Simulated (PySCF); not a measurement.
**CH₆AsNSi₂ (SMILES N#C[SiH2][AsH][SiH3]): density, localisation and related maps**

```xyz
11

N    -2.0352    2.4917    0.0587
C    -1.8794    1.3567    0.0277
Si   -1.5234   -0.4756   -0.0817
As    0.3869   -0.6347   -1.3952
Si    1.8965    0.1832    0.1817
H    -1.4600   -0.9131    1.3229
H    -2.7215   -1.0587   -0.7057
H     0.6048   -2.0734   -0.9941
H     3.2668   -0.0877   -0.2705
H     1.7479   -0.4183    1.5155
H     1.7220    1.6325    0.3146
```

Geometry: GFN2-xTB.

Level of theory: PBE0/def2-SVPD, SCF density, gas phase (PySCF).

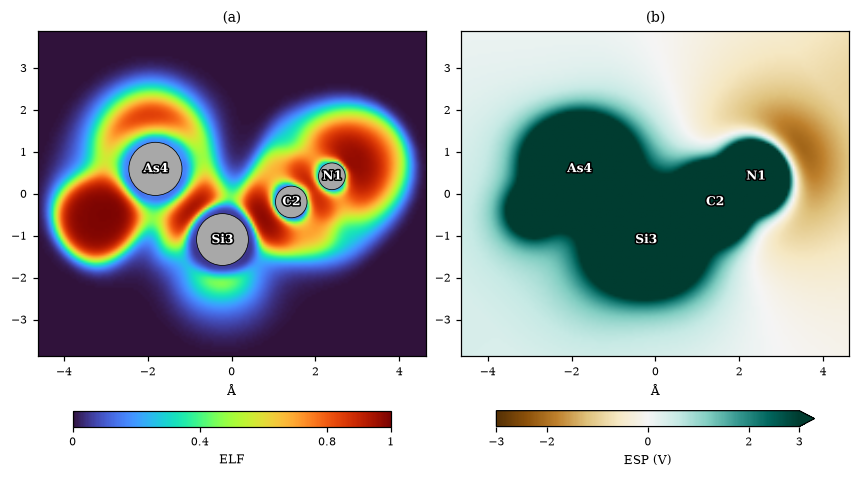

Figure 1. (a) electron localisation function; (b) electrostatic potential on the plane of atoms C2, Si3 and As4. Grey discs cover the atomic cores in the ELF map.

**Read the bonding off the picture.**

- The plane passes through N, C, Si and As nuclei.
- C–N (1.15 Å): the ELF peaks at about 0.90 between the atoms (a multiple bond).
- C–Si (1.87 Å): the ELF peaks at about 1 between the atoms, as expected for a shared electron pair.
- Si–As (2.32 Å): the ELF peaks at about 0.95 between the atoms; localised, covalent bonding.
- The ELF also peaks beside N1 and As4, away from the bonds: lone-pair regions.
- Outside the dense part of the molecule the potential is most negative (−2.1 V) near N1.

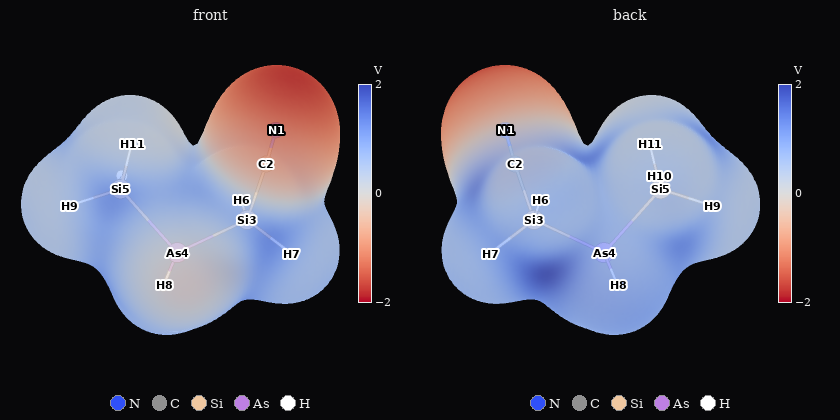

Figure 2. The electrostatic potential painted on the density surface at 0.002 e/bohr³, seen from the front and from behind; the colour scale runs from red (negative) to blue (positive).

**Describe the electrostatic potential map.**

The most negative region (about −1.8 V) lies over N1, the most positive (about +1.8 V) over Si3. N1 is the likeliest acceptor of a hydrogen bond.
